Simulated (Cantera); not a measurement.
Feed: 1 mol SiCl₄, a varied amount of O₃, 0.14 mol H₂, held at 875 K and 750 Torr.

Equilibrium computed with Cantera from the NASA thermochemical tables; the gas is ideal and each condensed phase is pure. Candidate condensed phases: H₂O, Si, SiO₂; 30 gas species. Equilibrium is a limit: real reactors are often held back by kinetics, nucleation or transport.

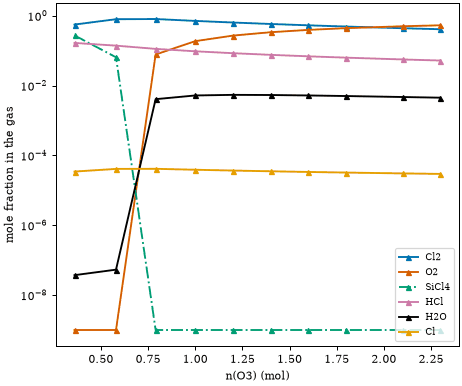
Fig. 1. Equilibrium gas composition (values under 1e-9 drawn at 1e-9)

Task: Read off the mole fractions at 1 mol O₃.

Result: Cl₂ about 0.71, O₂ about 0.19, HCl about 0.096, H₂O about 0.0052, Cl about 3.9e-5.
